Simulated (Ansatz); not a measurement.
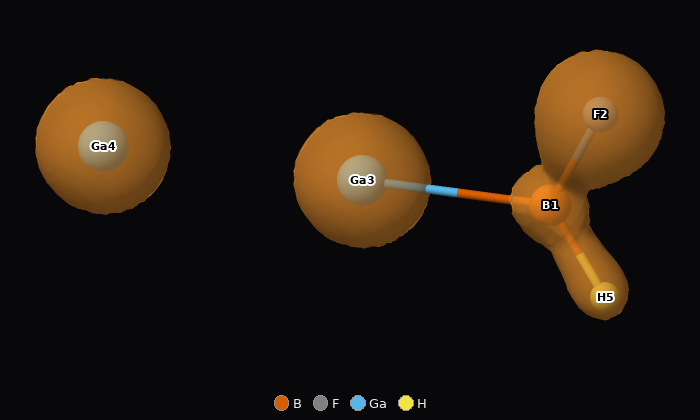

Figure 1: BFGa2H (charge +1). Isosurface of the total electron density at 1 e/Å³ (orange), seen at a tilt.

Geometry: B3LYP-D3(BJ)/def2-SVP.

The calculation used isolated molecule in a Gaussian basis; Kohn-Sham density functional theory, functional PBE0 (Ansatz).

Input file:

```
crystal:
  periodic: [false, false, false]
  atoms:
    - {symbol: B, position_ang: [-0.566537, 0.928741, 1.115663]}
    - {symbol: F, position_ang: [-1.312613, 1.331729, 2.111088]}
    - {symbol: Ga, position_ang: [1.033140, 2.336788, 0.426495]}
    - {symbol: Ga, position_ang: [3.232969, 4.271219, -0.524655]}
    - {symbol: H, position_ang: [-0.754481, -0.153178, 0.612067]}
basis:
  gaussian: {orbitals: def2-TZVPD}
output: {forces: true, orbitals: {seedname: orbitals}}
total_charge: 1
hamiltonian: {xc: {name: PBE0}}
```

Run with:

```sh
ansatz run input.yaml --threads 2 --pin off --max-ram 4350MiB --events-out events.jsonl --progress --plain --runs-dir runs
```

Question: Which contacts does the surface bridge?

Answer: At this value the surface falls into three separate pieces. It bridges the sampled B–F (1.31 Å) and B–H (1.21 Å) contacts, where the density stays above the isovalue. It is pinched off along the sampled Ga–B (2.24 Å) contacts. On the grid the lowest density along these lines, outside the cores, is 1.6 e/Å³ (B–F, 1.31 Å), 0.57 e/Å³ (Ga–B, 2.24 Å) and 1.3 e/Å³ (B–H, 1.21 Å).
